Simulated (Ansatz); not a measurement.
```xyz
16

Al   -1.0751    0.6997    0.8414
O    -1.2761    0.0516   -0.7388
Al   -0.0730    0.7828   -1.6922
O    -0.2655    1.9358   -2.9247
O     1.4398   -0.0520   -1.8011
O    -2.3107    1.0532    1.9752
H     0.6052   -1.1455    1.3628
N    -0.1621   -0.7023    1.9066
H     1.9238   -2.5709   -0.0545
O     1.9040   -1.6724    0.2805
H    -1.0590    2.4609   -3.0081
H     2.1126    0.2920   -2.3891
H    -2.9786    1.7193    1.8262
H     0.2214   -0.3389    2.7732
H    -0.8385   -1.4188    2.1597
H     1.8315   -1.0944   -0.5172
```

The reactant side of a reaction path; geometry: PBE0-D4/def2-TZVP.

All numbers below come from UKS PBE0-D4/def2-TZVPP in Ansatz 0.2.0.

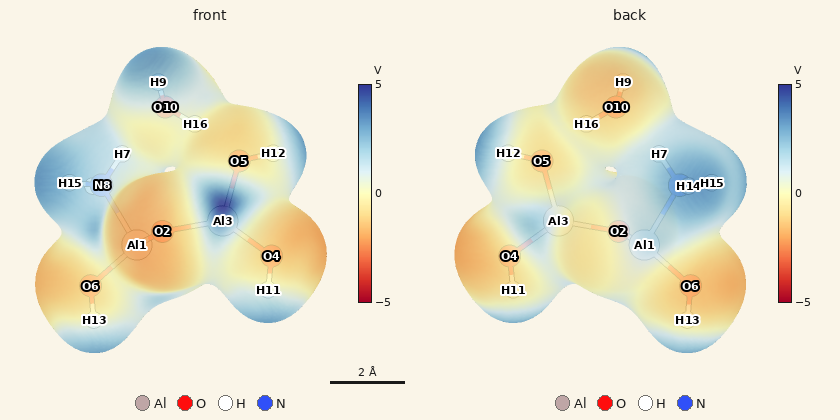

Al2H6NO4···H2O (doublet). The electrostatic potential painted on the density surface at 0.004 e/bohr³, seen from the front and from behind; red is negative and blue positive.

Question: Describe the electrostatic potential map.

Answer: The most negative region (about −2.0 V) lies over O2 and O4, the most positive (about +4.0 V) over Al3.
